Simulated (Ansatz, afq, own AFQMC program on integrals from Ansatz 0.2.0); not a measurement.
# HSBr (triplet): quantum Monte Carlo beside coupled cluster at distance Br1–H2 along a hydrogen transfer = 1.421 Å, cc-pVTZ

How near does AFQMC come to the top of the ladder for HSBr (triplet)?

Program: Ansatz 0.2.0, Gaussian basis, and an in-house AFQMC program (afq) on its integrals; all values are calculated. Level of theory: cc-pVTZ, frozen cores. These are calculated values, not measurements.

To be run: CCSD(T) on UHF; PBE (unrestricted); CCSDT(Q) on UHF; r2SCAN (unrestricted); PBE0 (unrestricted); B3LYP (unrestricted); wB97M-V (unrestricted); B2PLYP (unrestricted); Phaseless AFQMC, CISD trial on UHF.

## (1) The system

The geometry derives from fragments relaxed apart (PBE0/def2-TZVP) and kept rigid, so it is no stationary point. A hydrogen atom is moved between rigid fragments. No spin-orbit coupling is included. The filled d shell of Br may be among the frozen orbitals whatever the setting's name suggests; the logs give the count.

3 atoms, charge 0, spin multiplicity 3.

Atoms are counted from 1 here; the program's logs count them from 0.

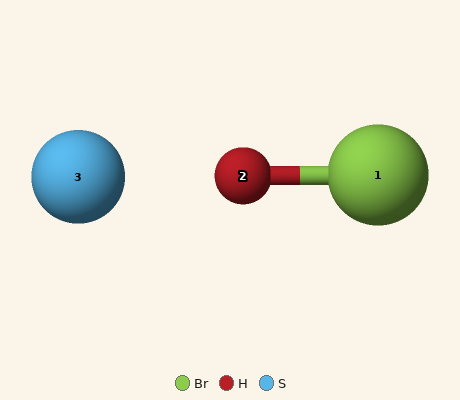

The structure; bromine green, hydrogen red, sulfur blue; atoms are numbered from 1 in the order of the file.

Coordinates:

```xyz
3
BrHS
Br    0.0000    0.0000   -1.5262
H     0.0000    0.0000   -0.1056
S     0.0000    0.0000    1.6318
```

## (2) CCSD(T) on UHF

The input, in.yaml:

```yaml
crystal:
  periodic: [false, false, false]
  atoms:
    - {symbol: Br, position_ang: [0.000000, 0.000000, -1.526200]}
    - {symbol: H, position_ang: [0.000000, 0.000000, -0.105600]}
    - {symbol: S, position_ang: [0.000000, 0.000000, 1.631800]}
basis:
  gaussian: {orbitals: cc-pVTZ}
magnetization: {spin_polarized: true, initial_magnetization: 2}
correlation: {method: ccsd_t, electrons: outside_noble_gas, hamiltonian_folder: ham}
```

Run with:

```
> ansatz run in.yaml --threads 1 --pin off --events-out ev --progress --plain --max-ram 16896MiB --backend cuda --devices 0, --max-vram 18GiB
```

Standard output, shortened:

```text
Functional definition: HF
  name "HF"
  cite "Fock, Z. Phys. 61, 126 (1930) doi:10.1007/BF01340294"
  parent pbe
[...]
550 factors; integrals over basis functions are off by at most 1.3e-3 eV
[...]
mean field -80832.21959370 eV, -2970.5292800221 hartree, gradient 6.5e-6 eV, S^2 2.023938; 11 other end points of the search recorded, 0 dependent functions left out
determinant -80832.21959370 eV, -2970.5292800221 hartree, with singles and doubles -80841.56642842 eV, -2970.8727698626 hartree
determinant -80832.17961087 eV, -2970.5278106803 hartree, with singles and doubles -80841.46609613 eV, -2970.8690827191 hartree
determinant -80829.43439319 eV, -2970.4269257914 hartree, with singles and doubles -80838.79921809 eV, -2970.7710767588 hartree
determinant -80829.14915224 eV, -2970.4164433797 hartree, with singles and doubles -80839.19139447 eV, -2970.7854889748 hartree
determinant -80832.21959370 eV, -2970.5292800221 hartree, with singles and doubles -80841.56672522 eV, -2970.8727807698 hartree
determinant -80832.17961087 eV, -2970.5278106803 hartree, with singles and doubles -80841.46705700 eV, -2970.8691180302 hartree
19 core orbitals not correlated: weight in the atoms' cores, before any rotation towards them, 1.000 or more for the frozen orbitals, at most 0.000 for the correlated occupied ones
reference -80832.21959370 eV, -2970.5292800221 hartree; 8, 6 occupied and 64, 66 virtual orbitals, 550 factors
second order -8.27387699 eV of doubles, -0.00000000 eV of singles
cycle   1  -9.34713012 eV  change    1.4e-6 eV  update   1.6e-6
perturbative correction -0.35438224 eV, -0.0130233070 hartree
Total energy: -80841.92110606 eV, -2970.8858040254 hartree
```

It took 14 s on 1 × NVIDIA H100 80GB HBM3 with 1 thread of AMD EPYC 7R13 (Zen 3), shared host; peak host memory 0.78 GiB.

From the report: ⟨S²⟩ of the determinant 2.024 (pure triplet: 2.00); correlation -9.7015 eV; T1 0.012; largest double amplitude 0.04.

This run also writes the integrals to the folder ham.

## (3) PBE (unrestricted)

in.yaml: that of step 2 with these lines changed.

```diff
@@ -9,2 +9,3 @@
 magnetization: {spin_polarized: true, initial_magnetization: 2}
-correlation: {method: ccsd_t, electrons: outside_noble_gas, hamiltonian_folder: ham}
+hamiltonian: {xc: {name: PBE}}
+output: {orbitals: {seedname: orbitals}}
```

Run with:

```
> ansatz run in.yaml --threads 1 --pin off --events-out ev --progress --plain --max-ram 5632MiB --backend cpu
```

Standard output, shortened:

```text
Functional definition: PBE
  name "PBE"
  cite "Perdew, Burke & Ernzerhof, Phys. Rev. Lett. 77, 3865 (1996) doi:10.1103/PhysRevLett.77.3865"
  parent pbe
[...]
702 factors; their error is unknown
[...]
mean field -80881.93477991 eV, -2972.3562794172 hartree, gradient 7.9e-6 eV, S^2 2.004055; 13 other end points of the search recorded, 0 dependent functions left out
reference -80881.93480834 eV, -2972.3562804618 hartree; 27, 25 occupied and 64, 66 virtual orbitals, 702 factors
Total energy: -80881.93480834 eV, -2972.3562804618 hartree
```

Run time: 16 s. Hardware: 1 thread of AMD EPYC 7R13 (Zen 3), shared host; peak memory 0.74 GiB.

From the report: ⟨S²⟩ of the determinant 2.004 (pure triplet: 2.00).

## (4) CCSDT(Q) on UHF

in.yaml: that of step 3 with these lines changed.

```diff
@@ -9,3 +9,2 @@
 magnetization: {spin_polarized: true, initial_magnetization: 2}
-hamiltonian: {xc: {name: PBE}}
-output: {orbitals: {seedname: orbitals}}
+correlation: {method: ccsdt_q, electrons: outside_noble_gas}
```

Run with:

```
> ansatz run in.yaml --threads 1 --pin off --events-out ev --progress --plain --max-ram 16896MiB --backend cuda --devices 0, --max-vram 18GiB
```

Standard output, shortened:

```text
Functional definition: HF
  name "HF"
  cite "Fock, Z. Phys. 61, 126 (1930) doi:10.1007/BF01340294"
  parent pbe
[...]
1001 factors; integrals over basis functions are off by at most 2.2e-7 eV
[...]
mean field -80832.21961305 eV, -2970.5292807331 hartree, gradient 8.5e-6 eV, S^2 2.023938; 9 other end points of the search recorded, 0 dependent functions left out
determinant -80832.21961305 eV, -2970.5292807331 hartree, with singles and doubles -80841.56644643 eV, -2970.8727705245 hartree
determinant -80832.17963368 eV, -2970.5278115187 hartree, with singles and doubles -80841.46611495 eV, -2970.8690834104 hartree
determinant -80829.43441586 eV, -2970.4269266245 hartree, with singles and doubles -80838.79924566 eV, -2970.7710777720 hartree
determinant -80832.21961305 eV, -2970.5292807331 hartree, with singles and doubles -80841.56674321 eV, -2970.8727814310 hartree
determinant -80832.17963368 eV, -2970.5278115187 hartree, with singles and doubles -80841.46707543 eV, -2970.8691187074 hartree
19 core orbitals not correlated: weight in the atoms' cores, before any rotation towards them, 1.000 or more for the frozen orbitals, at most 0.000 for the correlated occupied ones
reference -80832.21961305 eV, -2970.5292807331 hartree; 8, 6 occupied and 64, 66 virtual orbitals, 1001 factors
second order -8.27391703 eV of doubles, -0.00000000 eV of singles
cycle   1  -9.06313039 eV  change   -7.9e-1 eV  update   8.0e-2
[...]
cycle  17  -9.73718578 eV  change    1.4e-6 eV  update   7.2e-7
perturbative correction -0.01417457 eV, -0.0005209057 hartree
Total energy: -80841.97097339 eV, -2970.8876366161 hartree
```

Run time: 35 s. Hardware: 1 × NVIDIA H100 80GB HBM3 with 1 thread of AMD EPYC 7R13 (Zen 3), shared host; peak host memory 0.97 GiB.

From the report: ⟨S²⟩ of the determinant 2.024 (pure triplet: 2.00); correlation -9.7514 eV; T1 0.013; largest double amplitude 0.05.

## (5) r2SCAN (unrestricted)

in.yaml: that of step 4 with these lines changed.

```diff
@@ -9,2 +9,2 @@
 magnetization: {spin_polarized: true, initial_magnetization: 2}
-correlation: {method: ccsdt_q, electrons: outside_noble_gas}
+hamiltonian: {xc: {name: r2SCAN}}
```

Run with:

```
> ansatz run in.yaml --threads 1 --pin off --events-out ev --progress --plain --max-ram 5632MiB --backend cpu
```

Standard output, shortened:

```text
Functional definition: r2SCAN
  name "r2SCAN"
  cite "Furness, Kaplan, Ning, Perdew & Sun, J. Phys. Chem. Lett. 11, 8208 (2020) doi:10.1021/acs.jpclett.0c02405"
  cite "Furness, Kaplan, Ning, Perdew & Sun, J. Phys. Chem. Lett. 11, 9248 (2020) doi:10.1021/acs.jpclett.0c03077"
  parent r2scan
[...]
702 factors; their error is unknown
[...]
mean field -80895.96636447 eV, -2972.8719306388 hartree, gradient 4.0e-6 eV, S^2 2.007855; 13 other end points of the search recorded, 0 dependent functions left out
reference -80895.96637331 eV, -2972.8719309639 hartree; 27, 25 occupied and 64, 66 virtual orbitals, 702 factors
Total energy: -80895.96637331 eV, -2972.8719309639 hartree
```

Wall time 37 s (1 thread of AMD EPYC 7R13 (Zen 3), shared host); peak memory 0.74 GiB.

From the report: ⟨S²⟩ of the determinant 2.008 (pure triplet: 2.00).

## (6) PBE0 (unrestricted)

in.yaml: that of step 5 with these lines changed.

```diff
@@ -9,2 +9,3 @@
 magnetization: {spin_polarized: true, initial_magnetization: 2}
-hamiltonian: {xc: {name: r2SCAN}}
+hamiltonian: {xc: {name: PBE0}}
+output: {orbitals: {seedname: orbitals}}
```

The command is unchanged.

Standard output, shortened:

```text
Functional definition: PBE0
  name "PBE0"
  cite "Adamo & Barone, J. Chem. Phys. 110, 6158 (1999) doi:10.1063/1.478522"
  cite "Perdew, Burke & Ernzerhof, Phys. Rev. Lett. 77, 3865 (1996) doi:10.1103/PhysRevLett.77.3865"
  parent pbe
[...]
550 factors; integrals over basis functions are off by at most 1.3e-3 eV
[...]
mean field -80885.23446592 eV, -2972.4775406414 hartree, gradient 2.3e-6 eV, S^2 2.007353; 4 other end points of the search recorded, 0 dependent functions left out
reference -80885.23448753 eV, -2972.4775414356 hartree; 27, 25 occupied and 64, 66 virtual orbitals, 550 factors
Total energy: -80885.23448753 eV, -2972.4775414356 hartree
```

Run time: 11 s. Hardware: 1 thread of AMD EPYC 7R13 (Zen 3), shared host; peak memory 1.6 GiB.

From the report: ⟨S²⟩ of the determinant 2.007 (pure triplet: 2.00).

## (7) B3LYP (unrestricted)

in.yaml: that of step 6 with these lines changed.

```diff
@@ -9,3 +9,2 @@
 magnetization: {spin_polarized: true, initial_magnetization: 2}
-hamiltonian: {xc: {name: PBE0}}
-output: {orbitals: {seedname: orbitals}}
+hamiltonian: {xc: {name: B3LYP}}
```

Launched as before.

Standard output, shortened:

```text
Functional definition: B3LYP
  name "B3LYP"
  cite "Stephens, Devlin, Chabalowski & Frisch, J. Phys. Chem. 98, 11623 (1994) doi:10.1021/j100096a001"
  cite "Becke, Phys. Rev. A 38, 3098 (1988) doi:10.1103/PhysRevA.38.3098"
  cite "Lee, Yang & Parr, Phys. Rev. B 37, 785 (1988) doi:10.1103/PhysRevB.37.785"
  cite "Vosko, Wilk & Nusair, Can. J. Phys. 58, 1200 (1980) doi:10.1139/p80-159"
[...]
550 factors; integrals over basis functions are off by at most 1.3e-3 eV
[...]
mean field -80898.50799036 eV, -2972.9653336674 hartree, gradient 3.6e-6 eV, S^2 2.005790; 4 other end points of the search recorded, 0 dependent functions left out
reference -80898.50819003 eV, -2972.9653410051 hartree; 27, 25 occupied and 64, 66 virtual orbitals, 550 factors
Total energy: -80898.50819003 eV, -2972.9653410051 hartree
```

Run time: 12 s. Hardware: 1 thread of AMD EPYC 7R13 (Zen 3), shared host; peak memory 1.6 GiB.

From the report: ⟨S²⟩ of the determinant 2.006 (pure triplet: 2.00).

## (8) wB97M-V (unrestricted)

in.yaml: that of step 7 with these lines changed.

```diff
@@ -9,2 +9,3 @@
 magnetization: {spin_polarized: true, initial_magnetization: 2}
-hamiltonian: {xc: {name: B3LYP}}
+hamiltonian: {xc: {name: wB97M-V}}
+output: {orbitals: {seedname: orbitals}}
```

The command is unchanged.

Standard output, shortened:

```text
Functional definition: wB97M-V
  name "wB97M-V"
  cite "Mardirossian & Head-Gordon, J. Chem. Phys. 144, 214110 (2016) doi:10.1063/1.4952647"
  cite "Becke, J. Chem. Phys. 107, 8554 (1997) doi:10.1063/1.475007"
  cite "Vydrov & Van Voorhis, J. Chem. Phys. 133, 244103 (2010) doi:10.1063/1.3521275"
  # Of w^i u^j: cxij and so on, Table III.
[...]
  gx(w, u) = 1 - cx + cx01*u + cx10*w
  gss(w, u) = css00 + css04*u^4 + css10*w + css20*w^2 + css43*w^4*u^3
  gos(w, u) = cos00 + cos10*w + (cos20 + cos21*u)*w^2 + (cos60 + cos61*u)*w^6
[...]
      + integral(e_c_pw_mod_opposite_spin*gos(b97_w_opposite, b97_u_opposite)) + vv10(b, c)
550 factors; integrals over basis functions are off by at most 1.3e-3 eV
115 factors; integrals over basis functions are off by at most 5.3e-5 eV
[...]
mean field -80892.42113205 eV, -2972.7416457503 hartree, gradient 7.9e-6 eV, S^2 2.005922; 1 other end points of the search recorded, 0 dependent functions left out
reference -80892.42116302 eV, -2972.7416468885 hartree; 27, 25 occupied and 64, 66 virtual orbitals, 550 factors
Total energy: -80892.42116302 eV, -2972.7416468885 hartree
```

It took 15 s on 1 thread of AMD EPYC 7R13 (Zen 3), shared host; peak memory 1.6 GiB.

From the report: ⟨S²⟩ of the determinant 2.006 (pure triplet: 2.00).

## (9) B2PLYP (unrestricted)

in.yaml: that of step 8 with these lines changed.

```diff
@@ -9,3 +9,3 @@
 magnetization: {spin_polarized: true, initial_magnetization: 2}
-hamiltonian: {xc: {name: wB97M-V}}
-output: {orbitals: {seedname: orbitals}}
+hamiltonian: {xc: {name: B2PLYP}}
+correlation: {electrons: outside_noble_gas}
```

Same command.

Standard output, shortened:

```text
Functional definition: B2PLYP
  name "B2PLYP"
  cite "Grimme, J. Chem. Phys. 124, 034108 (2006) doi:10.1063/1.2148954"
  cite "Becke, Phys. Rev. A 38, 3098 (1988) doi:10.1103/PhysRevA.38.3098"
  cite "Lee, Yang & Parr, Phys. Rev. B 37, 785 (1988) doi:10.1103/PhysRevB.37.785"
[...]
550 factors; integrals over basis functions are off by at most 1.3e-3 eV
[...]
mean field -80879.58515601 eV, -2972.2699323315 hartree, gradient 5.5e-6 eV, S^2 2.011895; 2 other end points of the search recorded, 0 dependent functions left out
19 core orbitals not correlated: weight in the atoms' cores, before any rotation towards them, 1.000 or more for the frozen orbitals, at most 0.000 for the correlated occupied ones
reference -80879.58528379 eV, -2972.2699370275 hartree; 8, 6 occupied and 64, 66 virtual orbitals, 550 factors
second order -10.15109801 eV of doubles, -0.00000000 eV of singles
Total energy: -80882.32608026 eV, -2972.3706594397 hartree
```

Run time: 9.5 s. Hardware: 1 thread of AMD EPYC 7R13 (Zen 3), shared host; peak memory 1.6 GiB.

From the report: ⟨S²⟩ of the determinant 2.012 (pure triplet: 2.00).

## (10) Phaseless AFQMC, CISD trial on UHF

It reads the integrals that the CCSD(T) run on this determinant wrote.

Run with:

```
> afq ham --method phaseless --trial cisd --walkers 2600 --populations 20 --least-time 60 --time-step 0.005 --steps-per-block 50 --equilibration-blocks 28 --max-blocks 4000 --target-error 0.00022 --factor-cut 1e-05 --start spin_pure --seed 1985 --release-times 0.24,0.51,0.99,1.62,2.4 --release-step 0.03 --release-every 3 --taylor-order 6
```

Standard output:

```text
orbitals 72  electrons 8 6  factors 483 of 550
reference energy -2970.52928002 Eh
CCSD correlation -0.34350074 Eh in 12 cycles, weight of the determinant in the CISD state 0.8580
energy of the start -2970.871598 Eh
 block  time / (1/Eh)  mean weight  energy / Eh
     1     0.250  0.9997  -2970.866034
     2     0.500  0.9999  -2970.870679
     3     0.750  1.0000  -2970.874592
     4     1.000  1.0002  -2970.877881
     5     1.250  1.0004  -2970.880461
     6     1.500  1.0000  -2970.882517
     7     1.750  0.9998  -2970.883871
     8     2.000  1.0000  -2970.884401
     9     2.250  1.0003  -2970.885925
    10     2.500  1.0000  -2970.885591
    11     2.750  1.0002  -2970.886757
    12     3.000  1.0002  -2970.886674
    13     3.250  0.9998  -2970.887087
    14     3.500  0.9999  -2970.886346
    15     3.750  1.0000  -2970.886468
    16     4.000  1.0003  -2970.885678
    17     4.250  1.0001  -2970.886199
    18     4.500  1.0002  -2970.886145
    19     4.750  1.0000  -2970.885449
    20     5.000  0.9999  -2970.886116
    21     5.250  1.0001  -2970.886720
    22     5.500  1.0001  -2970.886954
    23     5.750  1.0002  -2970.886964
    24     6.000  0.9996  -2970.886325
    25     6.250  0.9999  -2970.886282
    26     6.500  1.0003  -2970.885889
    27     6.750  0.9999  -2970.886286
    28     7.000  0.9999  -2970.886694
    29     7.250  0.9997  -2970.886656
    30     7.500  1.0004  -2970.886838
    31     7.750  1.0002  -2970.887244
    32     8.000  1.0000  -2970.886741
    33     8.250  0.9998  -2970.886047
    34     8.500  0.9998  -2970.887021
    35     8.750  0.9999  -2970.887449
    36     9.000  0.9996  -2970.887114
    37     9.250  0.9998  -2970.886352
    38     9.500  1.0001  -2970.886634
    39     9.750  1.0002  -2970.887892
    40    10.000  0.9991  -2970.887958
    41    10.250  1.0001  -2970.887833
    42    10.500  1.0003  -2970.887940
    43    10.750  1.0006  -2970.887468
    44    11.000  0.9998  -2970.887423
    45    11.250  0.9999  -2970.887080
    46    11.500  0.9997  -2970.887010
    47    11.750  0.9995  -2970.887738
    48    12.000  0.9999  -2970.886443
    49    12.250  1.0000  -2970.886528
    50    12.500  0.9999  -2970.886199
    51    12.750  1.0000  -2970.886842
    52    13.000  1.0000  -2970.887374
    53    13.250  0.9999  -2970.887326
    54    13.500  1.0003  -2970.886243
    55    13.750  0.9998  -2970.885870
    56    14.000  1.0005  -2970.886794
    57    14.250  1.0000  -2970.885909
    58    14.500  1.0001  -2970.886019
    59    14.750  0.9998  -2970.887071
    60    15.000  1.0001  -2970.886210
    61    15.250  0.9997  -2970.885478
    62    15.500  0.9999  -2970.886664
    63    15.750  1.0002  -2970.886701
    64    16.000  1.0005  -2970.886651
    65    16.250  1.0003  -2970.887165
    66    16.500  0.9997  -2970.887635
    67    16.750  0.9999  -2970.887158
    68    17.000  0.9999  -2970.886521
    69    17.250  0.9997  -2970.887057
    70    17.500  0.9999  -2970.886638
    71    17.750  1.0000  -2970.886015
    72    18.000  1.0000  -2970.886764
    73    18.250  1.0002  -2970.886895
    74    18.500  1.0000  -2970.886754
    75    18.750  1.0002  -2970.886981
    76    19.000  0.9998  -2970.887429
    77    19.250  0.9994  -2970.886924
    78    19.500  1.0002  -2970.886558
error from the spread of 20 populations
released: time / (1/Eh)  energy / Eh  error  mean overlap
  0.24  -2970.887283  0.000160  0.9951
  0.51  -2970.887330  0.000220  0.9962
  0.99  -2970.887468  0.000141  0.9909
  1.62  -2970.887452  0.000256  0.9903
  2.40  -2970.887565  0.000374  0.9871
energy -2970.886865 +/- 0.000182 Eh
```

Run time: 2.1 min. Hardware: 1 × NVIDIA H100 80GB HBM3 with 2 threads of AMD EPYC 7R13 (Zen 3), shared host; peak host memory 1.6 GiB.

Energy -80841.9500 ± 0.0049 eV. Caveats: constraint bias not in the error.

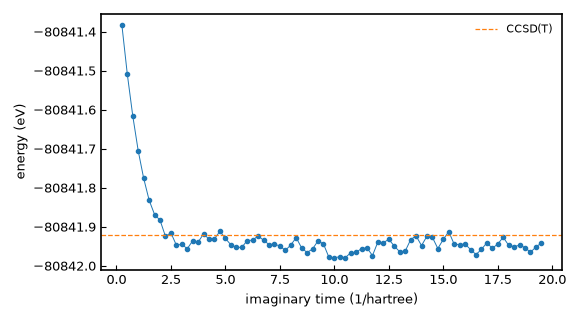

Block energies along the walk.

## (11) All levels side by side

On the UHF determinant, counted from CCSDT(Q) (a yardstick, not exact):

```csv
level,energy (eV),from CCSDT(Q) (meV),statistical error (meV),time
HF,-80832.2196,+9751.4,,
MP2,-80840.4935,+1477.5,,
CCSD,-80841.5667,+404.2,,
CCSD(T),-80841.9211,+49.9,,
CCSDT(Q),-80841.9710,0.0,,
"Phaseless AFQMC, CISD trial, step 0.005, 2600 walkers",-80841.9500,+21.0,4.9,2.1 min
```

The functionals' totals stand on their own zeros and serve differences with other points: PBE -80881.935 eV; r2SCAN -80895.966 eV; PBE0 -80885.234 eV; B3LYP -80898.508 eV; wB97M-V -80892.421 eV; B2PLYP -80882.326 eV.

## (12) Summary of results

```
                                        quantity            value
                    CCSD(T) on UHF from CCSDT(Q)        +49.9 meV
Phaseless AFQMC, CISD trial on UHF from CCSDT(Q)  +21.0 ± 4.9 meV
```

On UHF the phaseless walk with the CISD trial lies +21.0 meV from CCSDT(Q), 4 times its error bar. Error bars are statistical and leave out the constraint, the time step and what remains of the start.
